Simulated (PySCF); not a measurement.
System: C$_{4}$H$_{9}$B$_{3}$S (SMILES BSBCBC#CC).

Input file:

```
{"job": {"kind": "nmr", "xc": "PBE0", "basis": "pcSseg-1"}, "charge": 0, "multiplicity": 1}
B     -0.600343     1.186475     0.311259
S     -1.632207     0.130889     1.457916
B     -2.088907    -1.274064     0.502959
C     -1.551308    -1.472611    -0.988266
B      0.002179    -1.472062    -0.900060
C      0.695975    -0.239182    -0.355286
C      1.489776     0.573624     0.107374
C      2.515075     1.451869     0.611887
H     -1.063962     1.410994    -0.745302
H     -0.159705     2.109343     0.887099
H     -2.762026    -2.079292     1.019941
H     -1.978132    -2.352089    -1.466118
H     -1.883942    -0.588123    -1.538563
H      0.671433    -2.403074    -1.144293
H      2.453103     2.424794     0.125025
H      3.495139     1.013733     0.418790
H      2.390853     1.590804     1.685727
```

Run with:

```sh
OMP_NUM_THREADS=1 python probes_run.py task.json out
```

Geometry: GFN2-xTB.

The calculation used PBE0/pcSseg-1, SCF density, gas phase, non-relativistic in PySCF.

Question: What can the converged electron density and electron localisation function tell about the bonding?

Answer: C–C (1.23 Å): ρ at the midpoint is about 2.7 e/Å³; the ELF peaks at about 0.85 between the atoms; a multiple bond.
C–B (1.52 Å): ρ at the midpoint is about 1.5 e/Å³; the ELF peaks at about 0.95 between the atoms (a covalent bond).
C–H (1.09 Å): ρ at the midpoint is about 1.9 e/Å³; the ELF climbs to about 1 towards the hydrogen, as it does in any bond to H: an ordinary covalent bond to hydrogen.
C–B (1.56 Å): ρ at the midpoint is about 1.4 e/Å³; the ELF peaks at about 0.95 between the atoms (a shared electron pair).

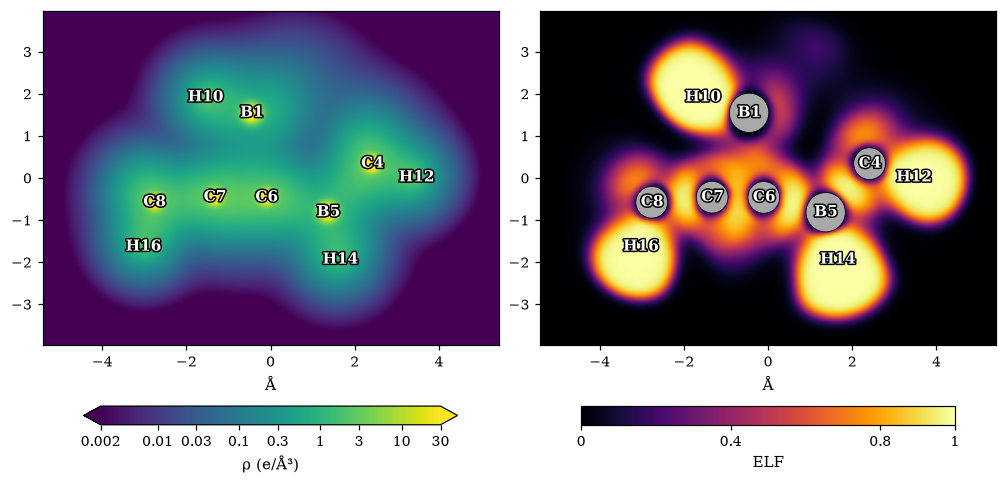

Computed electron density and electron localisation function on the plane of atoms B5, C4 and H12, in this order. Grey discs cover the atomic cores in the ELF map. 
